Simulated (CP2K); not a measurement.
# C2H3BClF (SMILES C=CB(F)Cl) at IPEA1-xTB

Aim: the energy difference between two shapes of C2H3BClF at IPEA1-xTB, from 2 runs. 

The calculation is run with CP2K 2026.2.

2 further runs of the same task are left out: 2 set aside as unsound or not needed.

**1. The system as given**

C2H3BClF: 8 atoms, total charge 0, spin state singlet. SMILES: `C=CB(F)Cl`. Geometry: relaxed at GFN2-xTB. This is one conformer, not always the lowest.

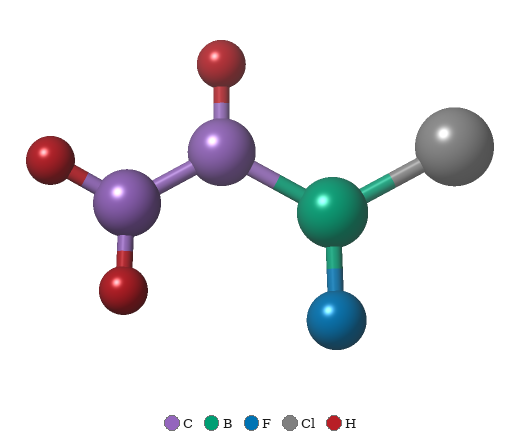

The structure, seen from a chosen angle (carbon purple, boron teal, fluorine blue, chlorine grey, hydrogen red).

**2. Energy and gradient at IPEA1-xTB**

The input, job.inp:

```
&GLOBAL
  PROJECT job
  RUN_TYPE ENERGY_FORCE
  PRINT_LEVEL MEDIUM
&END GLOBAL

&FORCE_EVAL
  METHOD QS
  &DFT
    CHARGE 0
    MULTIPLICITY 1
    &QS
      METHOD XTB
      EPS_DEFAULT 1.0E-10
      &XTB
        GFN_TYPE TBLITE
        &TBLITE
          METHOD IPEA1
        &END TBLITE
        CHECK_ATOMIC_CHARGES F
      &END XTB
    &END QS
    &POISSON
      PERIODIC NONE
      POISSON_SOLVER ANALYTIC
    &END POISSON
    ! self-consistent field
    &SCF
      SCF_GUESS ATOMIC
      EPS_SCF 1.0E-07
      MAX_SCF 150
      ADDED_MOS 4
      &DIAGONALIZATION
        ALGORITHM STANDARD
      &END DIAGONALIZATION
      &MIXING
        METHOD DIRECT_P_MIXING
        ALPHA 0.4
      &END MIXING
    &END SCF
    &PRINT
      &MOMENTS
        PERIODIC F
        REFERENCE COM
        MAX_MOMENT 1
      &END MOMENTS
      &MO ON
        ENERGIES T
        OCCUPATION_NUMBERS T
        NDIGITS 6
        &EACH
          QS_SCF 0
        &END EACH
        ADD_LAST NUMERIC
      &END MO
      &HIRSHFELD OFF
      &END HIRSHFELD
    &END PRINT
  &END DFT
  &SUBSYS
    &CELL
      ABC [angstrom] 11.9 13.3 14.3
      PERIODIC NONE
    &END CELL
    &COORD
      UNIT bohr
      C      0.1944906    -1.3519857     2.0854451
      C      0.5544645     0.6229482     0.5648580
      B     -0.5290099     0.7608982    -2.1579727
      F     -1.8957732    -1.1289413    -3.0796678
      Cl    -0.0508336     3.2936226    -4.1216817
      H     -0.8855257    -2.9677204     1.4751013
      H      0.9571463    -1.4301069     3.9734137
      H      1.6550410     2.2012853     1.2605040
    &END COORD
    &TOPOLOGY
      &CENTER_COORDINATES
      &END CENTER_COORDINATES
    &END TOPOLOGY
  &END SUBSYS
  ! extra output
  &PRINT
    &FORCES ON
    &END FORCES
  &END PRINT
&END FORCE_EVAL
```

Launch:

```bash
$ OMP_NUM_THREADS=1 cp2k.psmp -i job.inp > job.out 2>&1
```

The program printed (excerpt; [...] marks lines left out):

```text
CP2K| version string:                                       CP2K version 2026.2
[...]
 GLOBAL| Method name                                                        CP2K
[...]
 GLOBAL| Run type                                                   ENERGY_FORCE
[...]
                             - Atoms:                                          8
[...]
                             - Spherical basis functions:                     35
[...]
 Number of electrons:                                                         28
[...]
  *** SCF run converged in    14 steps ***
[...]
  Fermi energy:                                                -0.32377245460477
[...]
 TB_DIPOLE| Moment [Debye]          0.63600451      -0.37543809       1.94809518
 TB_DIPOLE| Derivative [a.u.]       0.00000000       0.00000000       0.00000000
[...]
 ENERGY| Total FORCE_EVAL ( QS ) energy [hartree]            -17.917440422843942
 FORCES| Atomic forces [hartree/bohr]
 FORCES|   Atom     x               y               z               |f|
 FORCES|      1 -1.13144258E-03 -3.97851940E-03  1.97682162E-03   4.58438683E-03
 FORCES|      2 -3.20376357E-03  4.36967426E-03 -1.28604238E-02   1.39552376E-02
 FORCES|      3  5.09960954E-03  1.15934038E-02 -2.17725188E-03   1.28512044E-02
 FORCES|      4 -3.92524632E-04  2.49124283E-03 -3.99419154E-03   4.72376254E-03
 FORCES|      5 -4.21041404E-03 -1.30325995E-02  6.05661112E-03   1.49752721E-02
 FORCES|      6 -1.13971203E-03 -4.24524609E-03  2.55873650E-03   5.08607809E-03
 FORCES|      7  8.72873827E-04 -1.87493831E-03  4.32918467E-03   4.79782683E-03
 FORCES|      8  4.10537349E-03  4.67698241E-03  4.11051336E-03   7.45818852E-03
 FORCES| Sum    -2.08166817E-17  6.41847686E-17  1.50053581E-16
 FORCES| Total atomic force                                       1.64526885E-16
[...]
```

Run time: 0.86 s. Hardware: 1 thread of Intel Xeon 6975P-C (Granite Rapids), shared host; peak memory 0.19 GiB.

**3. The distorted shape, same level**

The input, job.inp:

```
&FORCE_EVAL
  METHOD Quickstep
  &DFT
    &QS
      METHOD XTB
      EPS_DEFAULT 1.0E-10
      &XTB
        GFN_TYPE TBLITE
        &TBLITE
          METHOD IPEA1
        &END TBLITE
        CHECK_ATOMIC_CHARGES F
      &END XTB
    &END QS
    &POISSON
      PERIODIC NONE
      POISSON_SOLVER ANALYTIC
    &END POISSON
    &SCF
      SCF_GUESS ATOMIC
      EPS_SCF 1.0E-07
      MAX_SCF 150
      ADDED_MOS 4
      &DIAGONALIZATION
        ALGORITHM STANDARD
      &END DIAGONALIZATION
      &MIXING
        METHOD DIRECT_P_MIXING
        ALPHA 0.4
      &END MIXING
    &END SCF
    &PRINT
      &MOMENTS
        PERIODIC F
        REFERENCE COM
        MAX_MOMENT 1
      &END MOMENTS
      &MO ON
        ENERGIES T
        OCCUPATION_NUMBERS T
        NDIGITS 6
        &EACH
          QS_SCF 0
        &END EACH
        ADD_LAST NUMERIC
      &END MO
      &HIRSHFELD OFF
      &END HIRSHFELD
    &END PRINT
  &END DFT
  &SUBSYS
    &CELL
      ABC 11.9 13.3 14.2
      PERIODIC NONE
    &END CELL
    &COORD
      UNIT bohr
      C      0.1301662    -1.1902818     2.0330505
      C      0.5302061     0.4975290     0.5769107
      B     -0.4270573     0.6871819    -2.1648438
      F     -1.9043337    -1.0764390    -3.1543271
      Cl    -0.1081679     3.2921505    -3.9402774
      H     -0.8944660    -2.8799048     1.3323476
      H      1.1067521    -1.5233970     4.0184251
      H      1.6722319     2.2008733     1.2870036
    &END COORD
    &TOPOLOGY
      &CENTER_COORDINATES
      &END CENTER_COORDINATES
    &END TOPOLOGY
  &END SUBSYS
  &PRINT
    &FORCES ON
    &END FORCES
  &END PRINT
&END FORCE_EVAL

&GLOBAL
  PROJECT job
  RUN_TYPE ENERGY_FORCE
  PRINT_LEVEL MEDIUM
&END GLOBAL
```

Launch:

```bash
$ OMP_NUM_THREADS=1 cp2k.psmp -i job.inp > job.out 2>&1
```

The program printed (excerpt; [...] marks lines left out):

```text
CP2K| version string:                                       CP2K version 2026.2
[...]
 GLOBAL| Method name                                                        CP2K
[...]
 GLOBAL| Run type                                                   ENERGY_FORCE
[...]
                             - Atoms:                                          8
[...]
                             - Spherical basis functions:                     35
[...]
 Number of electrons:                                                         28
[...]
  *** SCF run converged in    13 steps ***
[...]
  Fermi energy:                                                -0.31069639750124
[...]
 TB_DIPOLE| Moment [Debye]          0.66335845      -0.17330825       1.55789411
 TB_DIPOLE| Derivative [a.u.]       0.00000000       0.00000000       0.00000000
[...]
 ENERGY| Total FORCE_EVAL ( QS ) energy [hartree]            -17.870941773715071
 FORCES| Atomic forces [hartree/bohr]
 FORCES|   Atom     x               y               z               |f|
 FORCES|      1 -2.01243489E-02 -2.47495025E-01  2.04596327E-01   3.21742807E-01
 FORCES|      2  7.66646841E-02  2.40970135E-01 -1.43226517E-01   2.90616439E-01
 FORCES|      3 -1.61229461E-02  6.30279010E-03 -1.69397879E-03   1.73937954E-02
 FORCES|      4  1.18774243E-03 -6.37581539E-03 -3.27897671E-03   7.26728575E-03
 FORCES|      5  4.30056392E-03  9.09715783E-03 -1.10263960E-02   1.49276435E-02
 FORCES|      6  3.81106898E-03  6.74533098E-03  1.90722006E-02   2.05857371E-02
 FORCES|      7 -3.51673353E-02  1.42325953E-02 -5.04561452E-02   6.31278927E-02
 FORCES|      8 -1.45494292E-02 -2.34771688E-02 -1.39865139E-02   3.09594237E-02
 FORCES| Sum     2.53269627E-16  1.70002901E-16  9.02056208E-17
 FORCES| Total atomic force                                       3.18093610E-16
[...]
```

It took 0.88 s on 1 thread of Intel Xeon 6975P-C (Granite Rapids), shared host; peak memory 0.19 GiB.

**4. Summary of results**

At IPEA1-xTB:

| quantity | value |
| --- | --- |
| first shape: total energy | -17.91744 Eh |
| first shape: dipole moment (from atomic charges alone) | 2.08 D |
| first shape: HOMO energy | -12.96 eV |
| first shape: LUMO energy | -7.91 eV |
| first shape: HOMO–LUMO gap | 5.04 eV |
| first shape: largest force on an atom | 0.770 eV/Å |
| distorted shape: total energy | -17.87094 Eh |
| distorted shape: dipole moment (from atomic charges alone) | 1.70 D |
| distorted shape: HOMO energy | -12.89 eV |
| distorted shape: LUMO energy | -7.56 eV |
| distorted shape: HOMO–LUMO gap | 5.34 eV |
| distorted shape: largest force on an atom | 16.545 eV/Å |
| energy change with the atoms displaced | 1.265 eV |

With the atoms displaced the energy rises by 1.27 eV (122 kJ/mol). The first shape isn't relaxed at this level, so the change isn't measured from a minimum. The largest force (first shape) is 0.77 eV/Å: the shape isn't a stationary point for this species at this level. The dipole (first shape) comes from point charges on the atoms alone, without atomic dipoles, so it is partial. The dipole (distorted shape) comes from point charges on the atoms alone, without atomic dipoles, so it is partial.
